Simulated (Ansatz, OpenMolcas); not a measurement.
**CH5AsSi (SMILES C1[SiH2][AsH]1): methods side by side**

The species is CH5AsSi (8 atoms), meant as a singlet with charge 0. As SMILES, `C1[SiH2][AsH]1`. The coordinates come from a PBE0-D4/def2-TZVP relaxation.

Each level gives the HOMO–LUMO gap (eV). The values are calculated.

```json
{"level": "SVWN5/def2-SVP", "kind": "LDA", "program": "OpenMolcas", "value (eV)": "4.91", "CPU time": "33 s"}
{"level": "PBE/def2-SVP", "kind": "GGA", "program": "OpenMolcas", "value (eV)": "4.97", "CPU time": "47 s"}
{"level": "M06-L/def2-SVP", "kind": "meta-GGA", "program": "OpenMolcas", "value (eV)": "5.36", "CPU time": "59 s"}
{"level": "TPSS/def2-SVP", "kind": "meta-GGA", "program": "OpenMolcas", "value (eV)": "5.19", "CPU time": "60 s"}
{"level": "BHLYP/def2-SVP", "kind": "global hybrid", "program": "OpenMolcas", "value (eV)": "8.55", "CPU time": "40 s"}
{"level": "M06-2X/def2-SVP", "kind": "hybrid meta-GGA", "program": "OpenMolcas", "value (eV)": "8.44", "CPU time": "55 s"}
{"level": "PBE0/def2-SVP", "kind": "global hybrid", "program": "Ansatz", "value (eV)": "6.78", "CPU time": "19 s"}
{"level": "B2PLYP/def2-SVP", "kind": "double hybrid", "program": "OpenMolcas", "value (eV)": "8.76", "CPU time": "29 s"}
```

All-electron rows without a relativistic Hamiltonian named are non-relativistic. The values span 4.91 to 8.76 eV. Orbital gaps aren't excitation energies, and those of double hybrids come from the SCF part alone; they tend to grow with the share of exact exchange. Times are those of the runs behind each value, whatever else they computed, on shared processors of several kinds: orders of magnitude only.

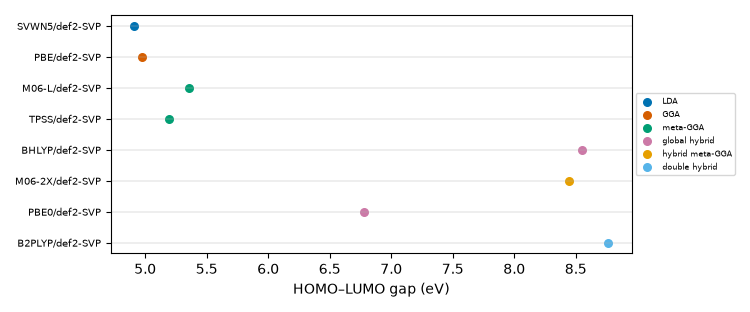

The values of the table, level by level.
